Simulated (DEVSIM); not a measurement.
System: Schottky contact on n-type GaAs, at 400 K.

```tsv
layer (left to right)	material	thickness (μm)	Nd (cm⁻³)	τn (s)	τp (s)
1	GaAs	1.40	6.1e15	5.8e-8	5.8e-8
```

Left contact: Schottky, work function 5.11 eV, emission velocity 4.4e6 cm/s. Right contact: ohmic. Voltage is applied to the left contact. Recombination: SRH at mid-gap. Mobility is constant in doping.

Constants are typed, rounded textbook-type inputs, not results; the design itself was drawn at random and stands for no fabricated device. Values at 300 K; Nc and Nv go as T^1.5, mobilities as T to minus their exponent, the gap by Varshni's rule with the affinity fixed.

| parameter | GaAs |
|---|---|
| gap (eV) | 1.424 |
| affinity (eV) | 4.07 |
| permittivity | 12.9 |
| Nc (cm⁻³) | 4.7e17 |
| Nv (cm⁻³) | 9e18 |
| μn (cm²/Vs) | 8500 |
| μp (cm²/Vs) | 400 |
| T exponent of μn | 2.1 |
| T exponent of μp | 2.2 |
| Varshni α (eV/K) | 0.000541 |
| Varshni β (K) | 204 |

Model (solved in DEVSIM): 1D drift-diffusion, Boltzmann statistics, complete ionisation; no tunnelling, impact ionisation, image-force lowering or self-heating. Metal contacts follow the ideal Schottky-Mott rule: no Fermi-level pinning, no interface dipoles.

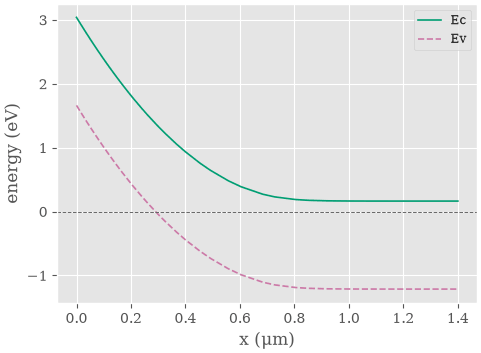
Band edges at -2.0 V on the left contact

Energies count from the Fermi level of the right contact; mesh points crowd at the junctions.

| x (μm) | Ec (eV) | Ev (eV) | n (cm⁻³) | p (cm⁻³) | field (V/cm) |
|---|---|---|---|---|---|
| 0.000 | 3.040 | 1.663 | 770 | 7.8e14 | -70000 |
| 0.007903 | 2.985 | 1.608 | 780 | 1.6e14 | -69000 |
| 0.02005 | 2.902 | 1.525 | 790 | 1.4e13 | -68000 |
| 0.03432 | 2.806 | 1.428 | 810 | 8.7e11 | -67000 |
| 0.06290 | 2.618 | 1.241 | 1100 | 3.8e9 | -64000 |
| 0.09543 | 2.413 | 1.036 | 1800 | 1.0e7 | -62000 |
| 0.1336 | 2.185 | 0.807 | 2700 | 190000 | -58000 |
| 0.2102 | 1.764 | 0.386 | 5000 | 160000 | -52000 |
| 0.2972 | 1.345 | -0.032 | 8400 | 130000 | -44000 |
| 0.3995 | 0.937 | -0.440 | 1100000 | 86000 | -36000 |
| 0.5567 | 0.484 | -0.893 | 5.8e11 | 2000 | -22000 |
| 0.8057 | 0.188 | -1.189 | 3.1e15 | 730 | -3400 |
| 0.9549 | 0.167 | -1.210 | 5.7e15 | 1900 | -390 |
| 1.082 | 0.165 | -1.212 | 6.0e15 | 3400 | -55 |
| 1.194 | 0.165 | -1.213 | 6.1e15 | 4700 | ≈ 0 |
| 1.249 | 0.165 | -1.213 | 6.1e15 | 5400 | ≈ 0 |
| 1.297 | 0.165 | -1.213 | 6.1e15 | 6000 | ≈ 0 |
| 1.328 | 0.165 | -1.213 | 6.1e15 | 6400 | ≈ 0 |
| 1.359 | 0.165 | -1.213 | 6.1e15 | 6800 | ≈ 0 |
| 1.377 | 0.165 | -1.213 | 6.1e15 | 7000 | ≈ 0 |
| 1.389 | 0.165 | -1.213 | 6.1e15 | 7100 | ≈ 0 |
| 1.400 | 0.165 | -1.213 | 6.1e15 | 7300 | ≈ 0 |
